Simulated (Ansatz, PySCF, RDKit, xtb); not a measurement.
# Which structure has the formula [AlSiHO3]+?, part 2 of 2

Task: start from the formula [AlSiHO3]+ (charge +1, odd number of electrons), draw up candidate structures, narrow them down in stages, and characterise the one that lies lowest at 298.15 K.

xtb, Ansatz and PySCF; isolated molecules. The steps go on from the part before.

## (10) c815 at MP2/def2-TZVPP

File input.yaml:

```yaml
crystal:
  periodic: [false, false, false]
  atoms:
    - {symbol: Al, position_ang: [-0.583047, -1.840478, -0.824016]}
    - {symbol: O, position_ang: [0.819293, 1.669745, 0.456775]}
    - {symbol: O, position_ang: [0.718031, -1.179410, 0.300497]}
    - {symbol: O, position_ang: [-0.962979, -0.054831, -1.103593]}
    - {symbol: Si, position_ang: [0.228656, 0.304687, -0.079752]}
    - {symbol: H, position_ang: [0.516336, 2.564805, 0.220757]}
basis:
  gaussian: {orbitals: def2-TZVPP}
total_charge: 1
magnetization: {spin_polarized: true, initial_magnetization: 1}
correlation: {method: mp2, frozen_orbitals: {O: 1, Si: 5, Al: 5, H: 0}}
```

Run with:

```
$ ansatz run input.yaml --threads 1 --pin off --max-ram 2610MiB --events-out events.jsonl --progress --plain --runs-dir runs
```

Log:

```text
Warning: RAYON_NUM_THREADS=1 ignored (pool sized by the plan → 1); use --threads N
Functional definition: HF
  name "HF"
  exchange = exact_x
  correlation = 0
1189 factors; integrals over basis functions are off by at most 9.2e-4 eV
mean field evaluation 1: about -20560.4995 eV, gradient 5.9e1 eV
mean field evaluation 2: about -20560.5039 eV, gradient 5.9e1 eV
mean field evaluation 4: about -20573.5694 eV, gradient 3.9e0 eV
mean field evaluation 8: about -20573.8372 eV, gradient 3.2e-1 eV
mean field evaluation 16: about -20572.8700 eV, gradient 7.9e0 eV
mean field -20573.83886505 eV, -756.0746328417 hartree, gradient 3.1e-6 eV, S^2 0.751286; 2 other end points of the search recorded, 0 dependent functions left out
13 core orbitals not correlated: weight in the atoms' cores, before any rotation towards them, 1.000 or more for the frozen orbitals, at most 0.000 for the correlated occupied ones
reference -20573.83886505 eV, -756.0746328417 hartree; 13, 12 occupied and 165, 166 virtual orbitals, 1189 factors
second order -22.83844376 eV of doubles, -0.00000000 eV of singles
Total energy: -20596.67730881 eV, -756.9139301693 hartree
```

It took 15 s on 1 thread of Intel Xeon Platinum 8259CL at 2.50GHz (Skylake/Cascade Lake), shared host; peak memory 0.46 GiB.

## (11) c076a at CCSD(T)/def2-SVP

File input.yaml:

```yaml
basis:
  gaussian: {orbitals: def2-SVP}
crystal:
  periodic: [false, false, false]
  atoms:
    - {symbol: Al, position_ang: [-1.081785, 0.256378, 2.210219]}
    - {symbol: O, position_ang: [-0.057817, 1.417983, 2.780269]}
    - {symbol: O, position_ang: [-2.571558, 0.309571, 1.156967]}
    - {symbol: O, position_ang: [-1.365780, -1.551843, 2.243114]}
    - {symbol: Si, position_ang: [-2.666696, -1.307204, 1.297946]}
    - {symbol: H, position_ang: [0.732177, 1.406272, 3.336552]}
total_charge: 1
magnetization: {spin_polarized: true, initial_magnetization: 1}
correlation: {method: ccsd_t, frozen_orbitals: {O: 1, Si: 5, Al: 5, H: 0}}
scf: {omitted_lower_state_checks: [cluster_reference]}
```

Run with:

```
$ ansatz run input.yaml --threads 1 --pin off --max-ram 2610MiB --events-out events.jsonl --progress --plain --runs-dir runs
```

Log, cut to the lines that bear on the results:

```text
Warning: RAYON_NUM_THREADS=1 ignored (pool sized by the plan → 1); use --threads N
[... 2 set-up lines as earlier in the session ...]
[...]
757 factors; integrals over basis functions are off by at most 6.1e-4 eV
[...]
mean field -20559.71369791 eV, -755.5555425237 hartree, gradient 2.0e-6 eV, S^2 0.755476; 2 other end points of the search recorded, 0 dependent functions left out
13 core orbitals not correlated: weight in the atoms' cores, before any rotation towards them, 1.000 or more for the frozen orbitals, at most 0.000 for the correlated occupied ones
reference -20559.71369791 eV, -755.5555425237 hartree; 13, 12 occupied and 57, 58 virtual orbitals, 757 factors
second order -18.15163299 eV of doubles, -0.00000000 eV of singles
cycle   1  -17.69190095 eV  change    4.6e-1 eV  update   1.3e-1
[...]
cycle  12  -18.36293919 eV  change   -8.9e-6 eV  update   1.4e-5
perturbative correction -0.53105078 eV, -0.0195157561 hartree
Total energy: -20578.60768787 eV, -756.2498838481 hartree
Checks for a lower state left out: cluster_reference
```

It took 19 s on 1 thread of Intel Xeon Platinum 8259CL at 2.50GHz (Skylake/Cascade Lake), shared host; peak memory 0.46 GiB.

## (12) Putting it together

Energies in kcal/mol from c815; G adds the thermal terms to the CCSD(T)/def2-SVP + MP2/def2-TZVPP - MP2/def2-SVP energy. The columns left of the relaxed level are at the tight-binding geometries.

```
label                  SMILES     spin  GFN2-xTB  HF/STO-3G  r2SCAN-D4/def2-SVP  B3LYP/6-31G*  HF/def2-SVP  MP2/def2-SVP  CCSD(T)/def2-SVP + MP2/def2-TZVPP - MP2/def2-SVP     G  share at equilibrium     T1
 c815  [OH][Si]1[O][Al][O]1 ‡  doublet       0.0        0.0                 0.0           0.0          0.0           0.0                                               0.0   0.0               100.0 %  0.018
c076a  [OH][Al]1[O][Si][O]1 ‡  doublet       3.2        2.6                 8.0           9.4         11.9           9.3                                              10.5   9.3               < 0.1 %  0.021
c573a      O=[Si+][O][Al][OH]  doublet     -23.5      109.9                61.8          52.0         62.2          49.4                                              57.4  53.5               < 0.1 %  0.026
```

‡ marks the bonded skeleton alone, with all bonds drawn single: no Lewis structure was assigned that passes a check against the bond lengths.

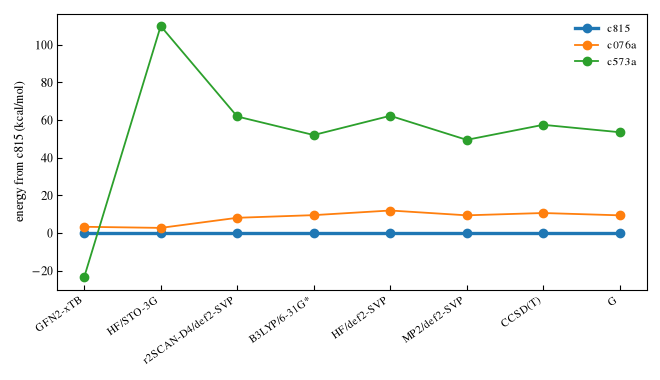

The finalists at each level, measured from c815.

Lowest found: c815, `[OH][Si]1[O][Al][O]1` ‡, a doublet of point group Cs. Bond lengths: Al1–O3 1.842 Å, Al1–O4 1.847 Å, O2–Si5 1.581 Å, O3–Si5 1.608 Å, O4–Si5 1.612 Å, O2–H6 0.974 Å. Some angles: Al1–O3–Si5 88.4°, O3–Al1–O4 83.7°, Al1–O4–Si5 88.1°, O2–Si5–O3 127.1°, O2–Si5–O4 133.2°.

```xyz
6

Al   -0.5830   -1.8405   -0.8240
O     0.8193    1.6697    0.4568
O     0.7180   -1.1794    0.3005
O    -0.9630   -0.0548   -1.1036
Si    0.2287    0.3047   -0.0798
H     0.5163    2.5648    0.2208
```

‡ marks the bonded skeleton alone, with all bonds drawn single: no Lewis structure was assigned that passes a check against the bond lengths.

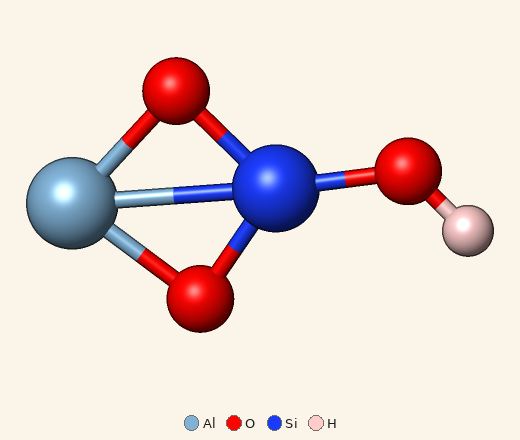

The lowest structure found, seen from a chosen angle (aluminium light blue, oxygen red, silicon blue, hydrogen pink).

## (13) Density, orbitals and dipole (PBE0/def2-TZVPD)

File input.yaml:

```yaml
basis:
  gaussian:
    orbitals: def2-TZVPD
crystal:
  periodic: [false, false, false]
  atoms:
    - {symbol: Al, position_ang: [-0.583047, -1.840478, -0.824016]}
    - {symbol: O, position_ang: [0.819293, 1.669745, 0.456775]}
    - {symbol: O, position_ang: [0.718031, -1.179410, 0.300497]}
    - {symbol: O, position_ang: [-0.962979, -0.054831, -1.103593]}
    - {symbol: Si, position_ang: [0.228656, 0.304687, -0.079752]}
    - {symbol: H, position_ang: [0.516336, 2.564805, 0.220757]}
hamiltonian:
  xc: {name: PBE0}
total_charge: 1
magnetization:
  spin_polarized: true
  initial_magnetization: 1
output:
  forces: true
  orbitals: {seedname: orbitals}
```

Run with:

```
$ ansatz run input.yaml --threads 1 --pin off --max-ram 2610MiB --events-out events.jsonl --progress --plain --runs-dir runs
```

Log, cut to the lines that bear on the results:

```text
Warning: RAYON_NUM_THREADS=1 ignored (pool sized by the plan → 1); use --threads N
Functional definition: PBE0
  name "PBE0"
[...]
1193 factors; their error is unknown
[...]
mean field -20618.87226863 eV, -757.7295798984 hartree, gradient 2.4e-5 eV, S^2 0.750856; 0 other end points of the search recorded, 0 dependent functions left out
[...]
reference -20618.87231063 eV, -757.7295814420 hartree; 26, 25 occupied and 189, 190 virtual orbitals, 1193 factors
Total energy: -20618.87231063 eV, -757.7295814420 hartree
Atom 0 at    -0.583047    -1.840478    -0.824016 Å, force     0.267298     0.701990     0.245019 eV/Å
Atom 1 at     0.819293     1.669745     0.456775 Å, force    -0.400510    -0.349794    -0.349512 eV/Å
Atom 2 at     0.718031    -1.179410     0.300497 Å, force    -0.462053     0.548752    -0.379941 eV/Å
Atom 3 at    -0.962979    -0.054831    -1.103593 Å, force     0.604262    -0.174804     0.510469 eV/Å
Atom 4 at     0.228656     0.304687    -0.079752 Å, force    -0.114587    -0.331883    -0.106286 eV/Å
Atom 5 at     0.516336     2.564805     0.220757 Å, force     0.105590    -0.394262     0.080252 eV/Å
Dipole moment:    -0.282560    -0.123201    -0.243672 e Å
```

Run time: 20 s. Hardware: 1 thread of Intel Xeon Platinum 8259CL at 2.50GHz (Skylake/Cascade Lake), shared host; peak memory 0.64 GiB.

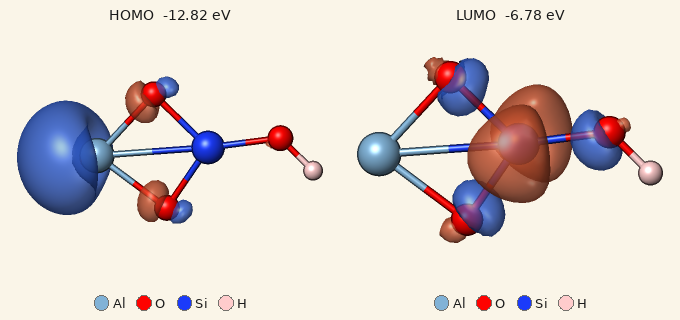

Frontier orbitals of this run (spin up), surfaces at ±0.2 Å^-3/2.

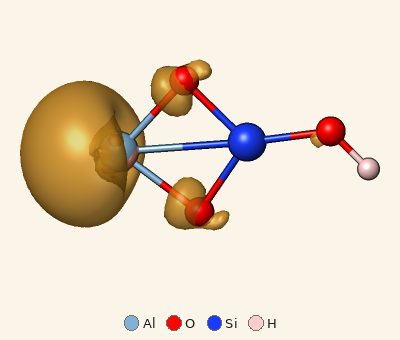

Spin density, surfaces at ±0.03 e/Å³.

## (14) Frequencies after a tight-binding relaxation (GFN2-xTB)

File start.xyz:

```xyz
6
c815
Al    -0.583047    -1.840478    -0.824016
O      0.819293     1.669745     0.456775
O      0.718031    -1.179410     0.300497
O     -0.962979    -0.054831    -1.103593
Si     0.228656     0.304687    -0.079752
H      0.516336     2.564805     0.220757
```

Run with:

```
$ xtb start.xyz --gfn 2 --ohess tight --chrg 1 --uhf 1
```

Log, cut to the lines that bear on the results:

```text
* xtb version 6.7.1
[...]
          :  # basis functions                  33          :
[...]
          :  # electrons                        25          :
[...]
          :  Hamiltonian                  GFN2-xTB          :
[...]
          :  net charge                          1          :
          :  unpaired electrons                  1          :
[...]
   *** convergence criteria satisfied after 13 iterations ***
[...]
   *** GEOMETRY OPTIMIZATION CONVERGED AFTER 9 ITERATIONS ***
[...]
   *** convergence criteria satisfied after 3 iterations ***
[...]
         ::                     SUMMARY                     ::
         :::::::::::::::::::::::::::::::::::::::::::::::::::::
         :: total energy             -15.188626498456 Eh    ::
         :: gradient norm              0.000285369314 Eh/a0 ::
         :: HOMO-LUMO gap              3.923890205982 eV    ::
         ::.................................................::
         :: SCC energy               -15.278458850257 Eh    ::
         :: -> isotropic ES            0.191567184553 Eh    ::
         :: -> anisotropic ES          0.000232932837 Eh    ::
         :: -> anisotropic XC         -0.007061250272 Eh    ::
         :: -> dispersion             -0.003185993251 Eh    ::
         :: repulsion energy           0.089832351801 Eh    ::
         :: add. restraining           0.000000000000 Eh    ::
         :: total charge               1.000000000000 e     ::
         :::::::::::::::::::::::::::::::::::::::::::::::::::::
[...]
        13        1.0000           -0.5949105             -16.1883 (HOMO)
        14                         -0.4507102             -12.2644 (LUMO)
[...]
     #   Z          covCN         q      C6AA      α(0)
     1  13 Al       2.359     0.772    93.745    20.412
     2   8 O        1.575    -0.242    18.078     5.737
     3   8 O        1.499    -0.340    19.841     6.006
     4   8 O        1.499    -0.359    20.200     6.061
     5  14 Si       3.213     0.741   128.874    23.760
     6   1 H        0.806     0.428     0.436     1.038
[...]
          | TOTAL ENERGY              -15.188626498458 Eh   |
          | TOTAL ENTHALPY            -15.160144443809 Eh   |
          | TOTAL FREE ENERGY         -15.196652116779 Eh   |
          | GRADIENT NORM               0.000285367913 Eh/α |
[...]
```

Run time: 0.3 s. Hardware: 1 thread of Intel Xeon Platinum 8259CL at 2.50GHz (Skylake/Cascade Lake), shared host; peak memory 0.47 GiB.

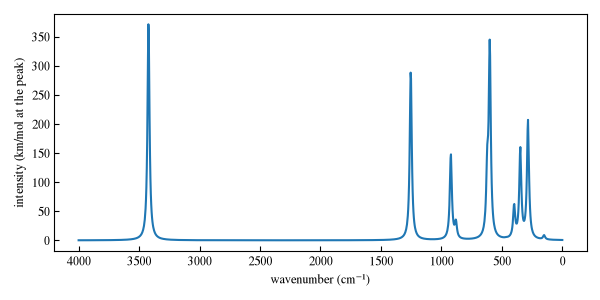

Harmonic infrared spectrum, unscaled, lines broadened by 10 cm⁻¹.

## (15) Electronic excitations (TD-CAM-B3LYP/def2-SVPD)

File calc.py:

```python
from pyscf import gto, dft, tdscf

molecule = gto.M(
    atom=[
    ('Al', (-0.583047, -1.840478, -0.824016)),
    ('O', (0.819293, 1.669745, 0.456775)),
    ('O', (0.718031, -1.179410, 0.300497)),
    ('O', (-0.962979, -0.054831, -1.103593)),
    ('Si', (0.228656, 0.304687, -0.079752)),
    ('H', (0.516336, 2.564805, 0.220757)),
],
    max_memory=1860,
    charge=1,
    basis='def2-svpd',
    spin=1,
    verbose=3,
)

ks = dft.UKS(molecule)
ks.xc = 'cam-b3lyp'
ks = ks.density_fit(auxbasis='def2-universal-jkfit')
ks.grids.level = 2
ks.max_cycle = 100
ks.kernel()
if not ks.converged:
    ks = ks.newton().run(ks.mo_coeff, ks.mo_occ)

etot = ks.e_tot
print('E(%s) = %.9f' % ('CAM-B3LYP', etot))

td = ks.TDA()
td.nstates = 5
td.kernel()
td.analyze()
roots = td.e * 27.211386
osc = td.oscillator_strength()
print('state   eV      nm      f')
for i, (w, f) in enumerate(zip(roots, osc), 1):
    print('%3d %9.4f %8.1f %9.5f' % (i, w, 1239.842 / w, f))
```

Run with:

```
$ OMP_NUM_THREADS=1 python calc.py
```

Log:

```text
WARN: HOMO -0.239692212316839 >= LUMO -0.239692212316838

converged SCF energy = -757.680741361774  <S^2> = 0.75082165  2S+1 = 2.0008215
E(CAM-B3LYP) = -757.680741362
Excitation energies (eV)
[4.23951719 4.35230988 4.61373223 5.44265203 5.99961785]

** Excitation energies and oscillator strengths **
state   eV      nm      f
  1    4.2395    292.4   0.00360
  2    4.3523    284.9   0.00001
  3    4.6137    268.7   0.11443
  4    5.4427    227.8   0.10286
  5    5.9996    206.7   0.02270
```

It took 3.3 min on 1 thread of Intel Xeon Platinum 8259CL at 2.50GHz (Skylake/Cascade Lake), shared host; peak memory 0.63 GiB.

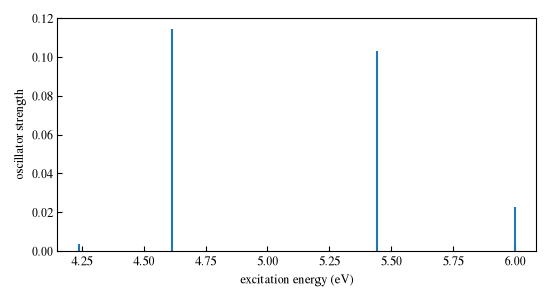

Vertical excitations as sticks.

The roots found:

```
excited state  energy (eV)  strength
            1        4.240    0.0036
            2        4.352    0.0000
            3        4.614    0.1144
            4        5.443    0.1029
            5        6.000    0.0227
```

## (16) One electron fewer at the same geometry (PBE0/def2-TZVPD)

Changes to input.yaml since step 13:

```diff
@@ -1,4 +1 @@
-basis:
-  gaussian:
-    orbitals: def2-TZVPD
 crystal:
@@ -12,10 +9,7 @@
     - {symbol: H, position_ang: [0.516336, 2.564805, 0.220757]}
+basis:
+  gaussian:
+    orbitals: def2-TZVPD
+total_charge: 2
 hamiltonian:
-  xc: {name: PBE0}
-total_charge: 1
-magnetization:
-  spin_polarized: true
-  initial_magnetization: 1
-output:
-  forces: true
-  orbitals: {seedname: orbitals}
+  xc: pbe0
```

Run with:

```
$ ansatz run input.yaml --threads 1 --pin off --max-ram 2610MiB --events-out events.jsonl --progress --plain --runs-dir runs
```

Log:

```text
Warning: RAYON_NUM_THREADS=1 ignored (pool sized by the plan → 1); use --threads N
[... 2 set-up lines as earlier in the session ...]
  parameter a = 0.25
  parameter kappa = 0.804
  parameter beta = 0.06672455060314922
  exchange = (1 - a)*pbe_x(kappa = kappa, mu = beta*pi^2/3) + a*exact_x
  correlation = pbe_c(beta = beta)
1193 factors; their error is unknown
mean field evaluation 1: about -20565.0857 eV, gradient 1.6e2 eV
mean field evaluation 2: about -20365.4775 eV, gradient 3.0e2 eV
mean field evaluation 4: about -20602.6015 eV, gradient 2.4e1 eV
mean field evaluation 8: about -20603.6451 eV, gradient 4.2e-1 eV
mean field evaluation 16: about -20603.6773 eV, gradient 7.8e-5 eV
mean field -20603.67728833 eV, -757.1711746722 hartree, gradient 1.6e-5 eV, S^2 0.000000; 0 other end points of the search recorded, 0 dependent functions left out
reference -20603.67733272 eV, -757.1711763034 hartree; 25, 25 occupied and 190, 190 virtual orbitals, 1193 factors
Total energy: -20603.67733272 eV, -757.1711763034 hartree
```

Run time: 8.4 s. Hardware: 1 thread of Intel Xeon Platinum 8259CL at 2.50GHz (Skylake/Cascade Lake), shared host; peak memory 0.47 GiB.

Difference from the parent: 15.19 eV. Only this spin of the product was run; a higher spin can lie lower.

## (17) One electron more at the same geometry (PBE0/def2-TZVPD)

Changes to input.yaml since step 16:

```diff
@@ -10,6 +10,4 @@
 basis:
-  gaussian:
-    orbitals: def2-TZVPD
-total_charge: 2
-hamiltonian:
-  xc: pbe0
+  gaussian: {orbitals: def2-TZVPD}
+hamiltonian: {xc: pbe0}
+scf: {lower_state_search: off}
```

Run with:

```
$ ansatz run input.yaml --threads 1 --pin off --max-ram 2610MiB --events-out events.jsonl --progress --plain --runs-dir runs
```

Log, cut to the lines that bear on the results:

```text
Warning: RAYON_NUM_THREADS=1 ignored (pool sized by the plan → 1); use --threads N
[... 2 set-up lines as earlier in the session ...]
[...]
1193 factors; their error is unknown
[...]
mean field -20626.19007565 eV, -757.9985043465 hartree, gradient 5.3e-6 eV, S^2 0.000000; 0 other end points of the search recorded, 0 dependent functions left out
reference -20626.19011721 eV, -757.9985058738 hartree; 26, 26 occupied and 189, 189 virtual orbitals, 1193 factors
Total energy: -20626.19011721 eV, -757.9985058738 hartree
Checks for a lower state left out: stability, starts, cluster_reference, orbital_swaps, neighbouring_geometries, increment
```

Run time: 5.4 s. Hardware: 1 thread of Intel Xeon Platinum 8259CL at 2.50GHz (Skylake/Cascade Lake), shared host; peak memory 0.47 GiB.

Parent less the species with the added electron: 7.32 eV.

## (18) The quartet at the same geometry (PBE0/def2-TZVPD)

Changes to input.yaml since step 17:

```diff
@@ -1 +1,3 @@
+basis:
+  gaussian: {orbitals: def2-TZVPD}
 crystal:
@@ -9,5 +11,4 @@
     - {symbol: H, position_ang: [0.516336, 2.564805, 0.220757]}
-basis:
-  gaussian: {orbitals: def2-TZVPD}
-hamiltonian: {xc: pbe0}
-scf: {lower_state_search: off}
+total_charge: 1
+magnetization: {spin_polarized: true, initial_magnetization: 3}
+hamiltonian: {xc: {name: PBE0}}
```

Run with:

```
$ ansatz run input.yaml --threads 1 --pin off --max-ram 2610MiB --events-out events.jsonl --progress --plain --runs-dir runs
```

Log, cut to the lines that bear on the results:

```text
Warning: RAYON_NUM_THREADS=1 ignored (pool sized by the plan → 1); use --threads N
[... 7 set-up lines as earlier in the session ...]
1193 factors; their error is unknown
mean field evaluation 1: about -20592.3665 eV, gradient 7.7e1 eV
mean field evaluation 2: about -20498.9097 eV, gradient 1.5e2 eV
mean field evaluation 4: about -20610.5660 eV, gradient 2.4e1 eV
mean field evaluation 8: about -20612.5963 eV, gradient 4.6e-1 eV
mean field evaluation 16: about -20612.6361 eV, gradient 3.9e-2 eV
mean field evaluation 32: about -20612.7627 eV, gradient 1.3e-1 eV
mean field evaluation 64: about -20612.0720 eV, gradient 2.1e0 eV
mean field -20612.77398765 eV, -757.5054722060 hartree, gradient 8.9e-6 eV, S^2 3.767613; 7 other end points of the search recorded, 0 dependent functions left out
reference -20612.77403522 eV, -757.5054739542 hartree; 27, 24 occupied and 188, 191 virtual orbitals, 1193 factors
Total energy: -20612.77403522 eV, -757.5054739542 hartree
```

Run time: 84 s. Hardware: 1 thread of Intel Xeon Platinum 8259CL at 2.50GHz (Skylake/Cascade Lake), shared host; peak memory 0.92 GiB.

It lies 6.10 eV above the doublet.

## (19) Stability of the SCF solution (PBE0/def2-SVP)

File input.xyz:

```xyz
6

Al    -0.583047    -1.840478    -0.824016
O      0.819293     1.669745     0.456775
O      0.718031    -1.179410     0.300497
O     -0.962979    -0.054831    -1.103593
Si     0.228656     0.304687    -0.079752
H      0.516336     2.564805     0.220757
```

File job.py:

```python
from pyscf import gto, dft

system = gto.M(
    atom='input.xyz',
    basis='def2-svp',
    verbose=3,
    spin=1,
    charge=1,
    max_memory=1860,
)

mf = dft.UKS(system, xc='pbe0')
mf = mf.density_fit(auxbasis='def2-universal-jkfit')
mf.max_cycle = 100
mf.grids.level = 3
mf.kernel()
if not mf.converged:
    mf = mf.newton().run(mf.mo_coeff, mf.mo_occ)

e_tot = mf.e_tot
print('E(%s) = %.9f' % ('PBE0', e_tot))
mo_i, mo_e, stable_i, stable_e = mf.stability(internal=True, external=True, return_status=True)
print('stable: internal', stable_i, 'external', stable_e)
```

Run with:

```
$ OMP_NUM_THREADS=1 python job.py
```

Log:

```text
WARN: HOMO -0.224420412704094 >= LUMO -0.224420412704094

converged SCF energy = -757.240873761467  <S^2> = 0.75081723  2S+1 = 2.0008171
E(PBE0) = -757.240873761
<class 'pyscf.df.df_jk.DFUKS'> wavefunction is stable in the internal stability analysis
<class 'pyscf.df.df_jk.DFUKS'> wavefunction is stable in the real -> complex stability analysis
<class 'pyscf.df.df_jk.DFUKS'> wavefunction has an UHF/UKS -> GHF/GKS instability
stable: internal True external False
```

Run time: 2.4 min. Hardware: 1 thread of Intel Xeon Platinum 8259CL at 2.50GHz (Skylake/Cascade Lake), shared host; peak memory 0.51 GiB.

The stability test raises a flag; for an open shell a flag towards a general spinor solution can be the free rotation of the spin.

## (20) Results

The summary covers parts 1 to 2.

| quantity | value |
| --- | --- |
| lowest structure found | [OH][Si]1[O][Al][O]1 ‡, doublet, Cs |
| next finalist | [OH][Al]1[O][Si][O]1 ‡, doublet, 9.3 kcal/mol higher in G |
| share at equilibrium, among the finalists | 100.0 % |
| funnel | 32 starts, 20 minima at GFN2-xTB, 4 screening runs, 3 relaxed, 3 ranked |
| CPU time of all runs | 27 min |
| harmonic wavenumbers, lowest and highest (B3LYP/6-31G*) | 145 and 3741 cm⁻¹ |
| rotational constants, same geometry | 0.3437, 0.08969, 0.07113 cm⁻¹ |
| HOMO energy (highest over α and β) (PBE0/def2-TZVPD) | -12.82 eV |
| LUMO energy (lowest over α and β) (PBE0/def2-TZVPD) | -9.17 eV |
| lowest excitation (TD-CAM-B3LYP/def2-SVPD) | 4.24 eV (f = 0.004) |
| strongest of the states computed, same level | 4.61 eV (f = 0.114) |
| vertical ionisation energy (to the singlet ion of charge +2) | 15.19 eV |
| vertical recombination energy (electron added) | 7.32 eV |
| vertical quartet less doublet | +6.10 eV |

**Reading.** The lowest structure found is `[OH][Si]1[O][Al][O]1` ‡. The margin of 9.3 kcal/mol over the next finalist is beyond the usual error of the last level; it says nothing of structures that weren't ranked. HF/STO-3G, r2SCAN-D4/def2-SVP, B3LYP/6-31G*, HF/def2-SVP and MP2/def2-SVP already put its bonding pattern lowest among the structures in one piece; GFN2-xTB favours the doublet [O][Si][O][Al][OH] ‡ (c895a, not a finalist). The largest share of the time went into the properties (30 %). 4 minima inside the window were never screened. The stability test raises a flag; for an open shell a flag towards a general spinor solution can be the free rotation of the spin. The search is not exhaustive (a finite list of starts, one conformer a finalist), so a lower isomer can't be ruled out. Patterns outside the rules of the enumeration were met only by chance.

‡ marks the bonded skeleton alone, with all bonds drawn single: no Lewis structure was assigned that passes a check against the bond lengths.
